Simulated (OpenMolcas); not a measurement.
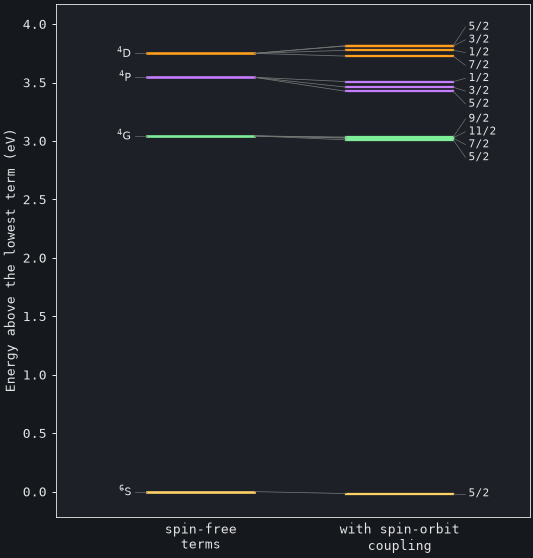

Fig. 1: Terms of Tc²⁺ (technetium, Z = 43) without and with spin-orbit coupling; numbers at the right are J. ⁶S (at 0) gives the one level J = 5/2; ⁴G (at 3.04 eV) splits over 0.0237 eV into J = 5/2, 7/2, 11/2, 9/2 from the bottom up (irregular); ⁴P (at 3.54 eV) splits over 0.0836 eV into J = 5/2, 3/2, 1/2 from the bottom up (inverted); ⁴D (at 3.75 eV) splits over 0.0898 eV into J = 7/2, 1/2, 3/2, 5/2 from the bottom up (irregular). The ground level lies 0.0163 eV below the lowest term.

## Run report: Tc²⁺, multiconfigurational calculation (part 1 of 2)

- system: Tc²⁺.
- method: state-averaged CASSCF, active space 5 electrons in the shell 4d, basis ANO-RCC-VTZP, DKH2 scalar Hamiltonian, spin-orbit coupling by RASSI with atomic mean-field integrals (OpenMolcas)

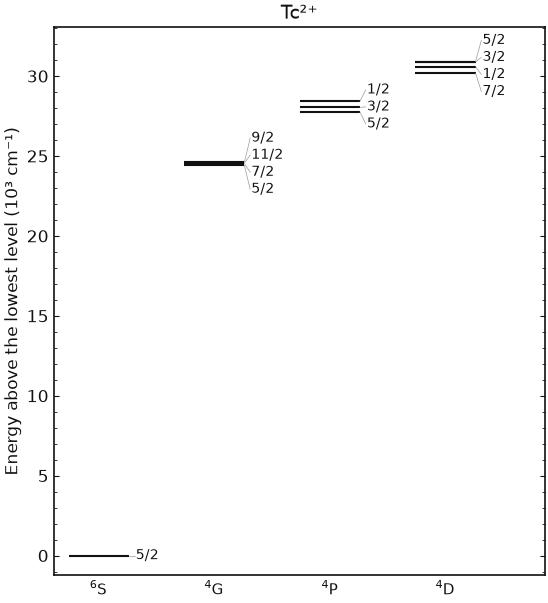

Fig. 2: Level diagram of Tc III (Tc²⁺). The lowest level is 4d⁵ ⁶S₅/₂. The first excited level, 4d⁵ ⁴G₅/₂, lies at 24,400 cm⁻¹. All levels drawn have even parity, so no electric dipole line joins them. The leading LS term holds 90 % of a level on average, 100 % of the ground level. The ground level has g = 2.000. Spin-orbit coupling puts the ground level 131 cm⁻¹ below the lowest spin-free term.

| Configuration | Level | E (cm⁻¹) | Landé g |
| --- | --- | --- | --- |
| 4d⁵ | ⁶S₅/₂ | 0 | 2.000 |
| 4d⁵ | ⁴G₅/₂ | 24,410 | 0.576 |
| 4d⁵ | ⁴G₇/₂ | 24,530 | 0.986 |
| 4d⁵ | ⁴G₁₁/₂ | 24,560 | 1.272 |
| 4d⁵ | ⁴G₉/₂ | 24,600 | 1.172 |
| 4d⁵ | ⁴P₅/₂ | 27,750 | 1.537 |
| 4d⁵ | ⁴P₃/₂ | 28,040 | 1.613 |
| 4d⁵ | ⁴P₁/₂ | 28,430 | 2.392 |
| 4d⁵ | ⁴D₇/₂ | 30,180 | 1.425 |
| 4d⁵ | ⁴D₁/₂ | 30,590 | 0.274 |
| 4d⁵ | ⁴D₃/₂ | 30,880 | 1.312 |
| 4d⁵ | ⁴D₅/₂ | 30,910 | 1.420 |

These pictures come from the run below.

**The input**
```
&GATEWAY
Coord
1

Tc 0.0 0.0 0.0
Basis=ANO-RCC-VTZP
Group=XYZ
NoMove
AngMom=0.0 0.0 0.0
AMFI
&SEWARD
&RASSCF
FileOrb=start.orb
Symmetry=1
Spin=6
nActEl=5 0 0
Inactive=9 9
Ras2=5 0
CIRoot=1 1 1
SDav=1
CIMx=300
Iter=120 100
PrWF=0.3
OrbListing=Nothing
MaxOrb=0
Atom
>>> COPY $Project.JobIph JOB001
&RASSCF
FileOrb=start.orb
Symmetry=1
Spin=4
nActEl=5 0 0
Inactive=9 9
Ras2=5 0
CIRoot=24 24 1
SDav=24
CIMx=300
Iter=120 100
PrWF=0.3
OrbListing=Nothing
MaxOrb=0
Atom
>>> COPY $Project.JobIph JOB002
&RASSCF
FileOrb=start.orb
Symmetry=1
Spin=2
nActEl=5 0 0
Inactive=9 9
Ras2=5 0
CIRoot=75 75 1
SDav=75
CIMx=300
Iter=120 100
PrWF=0.3
OrbListing=Nothing
MaxOrb=0
Atom
>>> COPY $Project.JobIph JOB003
&RASSI
NrOfJobIphs=3 1 24 75
1
1 2 3 4 5 6 7 8 9 10 11 12 13 14 15 16 17 18 19 20 21 22 23 24
1 2 3 4 5 6 7 8 9 10 11 12 13 14 15 16 17 18 19 20 21 22 23 24 25 26 27
28 29 30 31 32 33 34 35 36 37 38 39 40 41 42 43 44 45 46 47 48 49 50 51
52 53 54 55 56 57 58 59 60 61 62 63 64 65 66 67 68 69 70 71 72 73 74 75
IphNames
JOB001
JOB002
JOB003
EJob
SpinOrbit
DIPRint=1.0
SOCoupling=1000.0
Subsets=2
MEES
Property=10
'ANGMOM' 1 'ANGMOM' 2 'ANGMOM' 3 'MLTPL  1' 1 'MLTPL  1' 2 'MLTPL  1' 3
'AMFI' 1 'AMFI' 2 'AMFI' 3 'MLTPL  2' 6
SOProperty=3
'ANGMOM' 1 'ANGMOM' 2 'ANGMOM' 3
```

The file start.orb holds starting orbitals from an earlier step. A driver script formed the levels outside the program, from RASSI's spin-orbit matrix and the active-space energies, averaged over the components of each term or state.

Run as:
```bash
OMP_NUM_THREADS=1 MOLCAS_MEM=1689 MOLCAS_PROJECT=a pymolcas a.inp > a.log  # once for each step of the input, in one work folder
```

**The program's output (extracts)**
```
--- SEWARD ---
Basis set label: TC.ANO-RCC...7S6P4D2F1G.

      Electronic valence basis set:
      ------------------
      Associated Effective Charge  43.000000 au
      Associated Actual Charge     43.000000 au
      Nuclear Model: Point charge

      Shell  nPrim  nBasis  Cartesian Spherical Contaminant
         s      21       7        X
         p      18       6        X
         d      13       4                 X
         f       6       2                 X
         g       4       1                 X
                  Relativistic Douglas-Kroll-Hess integrals:
                    - DKH order of Hamiltonian: 2
                    - DKH order of Properties : 0
                  Atomic mean-field integrals
--- RASSCF ---
Wave function specifications:
      -----------------------------

      Number of closed shell electrons          36
      Number of electrons in active shells       5
      Max number of holes in RAS1 space          0
      Max nr of electrons in RAS3 space          0
      Number of inactive orbitals               18
      Number of active orbitals                  5
      Number of secondary orbitals              45
      Spin quantum number                      2.5
      State symmetry                             1
Orbital specifications:
      -----------------------

      Symmetry species                           1   2
                                                ag  au
      Frozen orbitals                            0   0
      Inactive orbitals                          9   9
      Active orbitals                            5   0
      RAS1 orbitals                              0   0
      RAS2 orbitals                              5   0
      RAS3 orbitals                              0   0
      Secondary orbitals                        22  23
      Deleted orbitals                           0   0
      Number of basis functions                 36  32
      Number of CSFs                             1
      Number of root(s) required                 1
      Iter CI   SX   CI       RASSCF       Energy    max ROT     max BLB   max BLB  Level Ln srch  Step   QN
          iter iter root      energy       change     param      element    value   shift minimum  type update
 Nr of preliminary CI iterations:   1
      Total energies have been shifted. Add                -4000.00 au
        1   1    8    1  -281.71260946    0.00E+00   1.14E-01*  12  20 1  9.99E-02*  0.00   0.00    SX    NO
        2   1    8    1  -281.75255626   -3.99E-02*  3.51E-02    8  14 2  7.53E-02*  0.00   0.00    SX    NO
        3   1    8    1  -281.75694415   -4.39E-03*  2.11E-02    9  15 2 -3.33E-02*  0.00   0.00    SX    NO
        4   1    8    1  -281.75832102   -1.38E-03*  1.14E-02    8  14 2  2.01E-02*  0.00   0.00    SX    NO
        5   1    8    1  -281.75872807   -4.07E-04*  4.08E-03    9  15 2 -1.09E-02*  0.00   0.64    QN   YES
        6   1    7    1  -281.75891911   -1.91E-04*  1.21E-04    7  13 2 -1.95E-04*  0.00   1.02    QN   YES
        7   1    5    1  -281.75891923   -1.13E-07* -3.26E-06    7  13 2  8.16E-06   0.00   1.00    QN   YES
        8   1    3    1  -281.75891923   -1.91E-10   5.16E-07    9  17 1 -2.43E-06   0.00   1.09    QN   YES
      Convergence after  8 iterations
        9   1    3    1  -281.75891923   -3.64E-12   5.16E-07    9  17 1  2.13E-07   0.00   1.09    QN   YES
      Natural orbitals and occupation numbers for root  1
      sym 1:   1.000000   1.000000   1.000000   1.000000   1.000000
::    RASSCF root number  1 Total energy:  -4281.75891923
--- RASSCF ---
Wave function specifications:
      -----------------------------

      Number of closed shell electrons          36
      Number of electrons in active shells       5
      Max number of holes in RAS1 space          0
      Max nr of electrons in RAS3 space          0
      Number of inactive orbitals               18
      Number of active orbitals                  5
      Number of secondary orbitals              45
      Spin quantum number                      1.5
      State symmetry                             1
Orbital specifications:
      -----------------------

      Symmetry species                           1   2
                                                ag  au
      Frozen orbitals                            0   0
      Inactive orbitals                          9   9
      Active orbitals                            5   0
      RAS1 orbitals                              0   0
      RAS2 orbitals                              5   0
      RAS3 orbitals                              0   0
      Secondary orbitals                        22  23
      Deleted orbitals                           0   0
      Number of basis functions                 36  32
      Number of CSFs                            24
      Number of root(s) required                24
      Iter CI   SX   CI       RASSCF       Energy    max ROT     max BLB   max BLB  Level Ln srch  Step   QN
          iter iter root      energy       change     param      element    value   shift minimum  type update
 Nr of preliminary CI iterations:   1
      Total energies have been shifted. Add                -4000.00 au
        1   1    6    0  -281.61691113    0.00E+00  -1.70E-02   10  18 1 -1.29E-02*  0.00   0.00    SX    NO
        2   1    7    0  -281.61763802   -7.27E-04*  5.44E-03    7  13 2 -1.03E-02*  0.00   0.00    SX    NO
        3   1    7    0  -281.61773088   -9.29E-05*  2.99E-03    7  13 2  4.65E-03*  0.00   0.00    SX    NO
        4   1    7    0  -281.61775735   -2.65E-05*  1.61E-03    7  13 2 -2.89E-03*  0.00   0.00    SX    NO
        5   1    7    0  -281.61776586   -8.51E-06*  5.82E-04    7  13 2  1.61E-03*  0.00   0.64    QN   YES
        6   1    4    0  -281.61776990   -4.04E-06*  2.44E-06    9  15 1  3.21E-06   0.00   1.00    QN   YES
        7   1    3    0  -281.61776990   -6.46E-11   1.67E-07    9  15 1  8.40E-07   0.00   1.08    QN   YES
      Convergence after  7 iterations
        8   1    3    0  -281.61776990    7.28E-12   1.67E-07    7  13 2 -9.03E-08   0.00   1.08    QN   YES
      Natural orbitals and occupation numbers for root  1
      sym 1:   1.000000   1.000000   1.000000   1.000000   1.000000
      Natural orbitals and occupation numbers for root  2
      sym 1:   1.000000   1.000000   1.000000   1.000000   1.000000
      Natural orbitals and occupation numbers for root  3
      sym 1:   1.000000   1.000000   1.000000   1.000000   1.000000
::    RASSCF root number  1 Total energy:  -4281.64707909
::    RASSCF root number  2 Total energy:  -4281.64707909
::    RASSCF root number  3 Total energy:  -4281.64707909
::    RASSCF root number  4 Total energy:  -4281.64707909
::    RASSCF root number  5 Total energy:  -4281.64707909
::    RASSCF root number  6 Total energy:  -4281.64707909
::    RASSCF root number  7 Total energy:  -4281.64707909
::    RASSCF root number  8 Total energy:  -4281.64707909
::    RASSCF root number  9 Total energy:  -4281.64707909
::    RASSCF root number 10 Total energy:  -4281.62864979
::    RASSCF root number 11 Total energy:  -4281.62864979
::    RASSCF root number 12 Total energy:  -4281.62864979
::    RASSCF root number 13 Total energy:  -4281.62112271
::    RASSCF root number 14 Total energy:  -4281.62112271
::    RASSCF root number 15 Total energy:  -4281.62112271
::    RASSCF root number 16 Total energy:  -4281.62112271
::    RASSCF root number 17 Total energy:  -4281.62112271
::    RASSCF root number 18 Total energy:  -4281.57302898
::    RASSCF root number 19 Total energy:  -4281.57302898
::    RASSCF root number 20 Total energy:  -4281.57302898
::    RASSCF root number 21 Total energy:  -4281.57302898
::    RASSCF root number 22 Total energy:  -4281.57302898
::    RASSCF root number 23 Total energy:  -4281.57302898
::    RASSCF root number 24 Total energy:  -4281.57302898
--- RASSCF ---
Wave function specifications:
      -----------------------------

      Number of closed shell electrons          36
      Number of electrons in active shells       5
      Max number of holes in RAS1 space          0
      Max nr of electrons in RAS3 space          0
      Number of inactive orbitals               18
      Number of active orbitals                  5
      Number of secondary orbitals              45
      Spin quantum number                      0.5
      State symmetry                             1
Orbital specifications:
      -----------------------

      Symmetry species                           1   2
                                                ag  au
      Frozen orbitals                            0   0
      Inactive orbitals                          9   9
      Active orbitals                            5   0
      RAS1 orbitals                              0   0
      RAS2 orbitals                              5   0
      RAS3 orbitals                              0   0
      Secondary orbitals                        22  23
      Deleted orbitals                           0   0
      Number of basis functions                 36  32
      Number of CSFs                            75
      Number of root(s) required                75
      Iter CI   SX   CI       RASSCF       Energy    max ROT     max BLB   max BLB  Level Ln srch  Step   QN
          iter iter root      energy       change     param      element    value   shift minimum  type update
 Nr of preliminary CI iterations:   1
      Total energies have been shifted. Add                -4000.00 au
        1   1    5    0  -281.53360588    0.00E+00  -1.03E-02   13  21 1 -7.84E-03*  0.00   0.00    SX    NO
        2   1    7    0  -281.53388402   -2.78E-04*  3.15E-03    7  13 2 -6.29E-03*  0.00   0.00    SX    NO
        3   1    7    0  -281.53391687   -3.29E-05*  1.78E-03    7  13 2  2.85E-03*  0.00   0.00    SX    NO
        4   1    7    0  -281.53392660   -9.73E-06*  9.70E-04    7  13 2 -1.78E-03*  0.00   0.00    SX    NO
        5   1    7    0  -281.53392979   -3.19E-06*  3.54E-04    7  13 2  9.99E-04*  0.00   0.64    QN   YES
        6   1    4    0  -281.53393135   -1.56E-06*  1.14E-06    9  15 1  2.17E-06   0.00   1.00    QN   YES
        7   1    3    0  -281.53393135   -6.37E-12   1.06E-07    9  15 1  4.96E-07   0.00   0.56    QN   YES
      Convergence after  7 iterations
        8   1    3    0  -281.53393135   -4.55E-12   1.06E-07    7  13 2 -2.91E-08   0.00   0.56    QN   YES
      Natural orbitals and occupation numbers for root  1
      sym 1:   1.000000   1.000000   1.000000   1.000000   1.000000
      Natural orbitals and occupation numbers for root  2
      sym 1:   1.000000   1.000000   1.000000   1.000000   1.000000
      Natural orbitals and occupation numbers for root  3
      sym 1:   1.000000   1.000000   1.000000   1.000000   1.000000
::    RASSCF root number  1 Total energy:  -4281.59888537
::    RASSCF root number  2 Total energy:  -4281.59888537
::    RASSCF root number  3 Total energy:  -4281.59888537
::    RASSCF root number  4 Total energy:  -4281.59888537
::    RASSCF root number  5 Total energy:  -4281.59888537
::    RASSCF root number  6 Total energy:  -4281.59888537
::    RASSCF root number  7 Total energy:  -4281.59888537
::    RASSCF root number  8 Total energy:  -4281.59888537
::    RASSCF root number  9 Total energy:  -4281.59888537
::    RASSCF root number 10 Total energy:  -4281.59888537
::    RASSCF root number 11 Total energy:  -4281.59888537
::    RASSCF root number 12 Total energy:  -4281.59888537
::    RASSCF root number 13 Total energy:  -4281.59888537
::    RASSCF root number 14 Total energy:  -4281.57689207
::    RASSCF root number 15 Total energy:  -4281.57689207
::    RASSCF root number 16 Total energy:  -4281.57689207
::    RASSCF root number 17 Total energy:  -4281.57689207
::    RASSCF root number 18 Total energy:  -4281.57689207
::    RASSCF root number 19 Total energy:  -4281.57325982
::    RASSCF root number 20 Total energy:  -4281.57325982
::    RASSCF root number 21 Total energy:  -4281.57325982
::    RASSCF root number 22 Total energy:  -4281.57325982
::    RASSCF root number 23 Total energy:  -4281.57325982
::    RASSCF root number 24 Total energy:  -4281.57325982
::    RASSCF root number 25 Total energy:  -4281.57325982
::    RASSCF root number 26 Total energy:  -4281.56221283
::    RASSCF root number 27 Total energy:  -4281.56221283
::    RASSCF root number 28 Total energy:  -4281.56221283
::    RASSCF root number 29 Total energy:  -4281.56221283
::    RASSCF root number 30 Total energy:  -4281.56221283
```

(Continued in part 2.) Outcome of the run: converged.
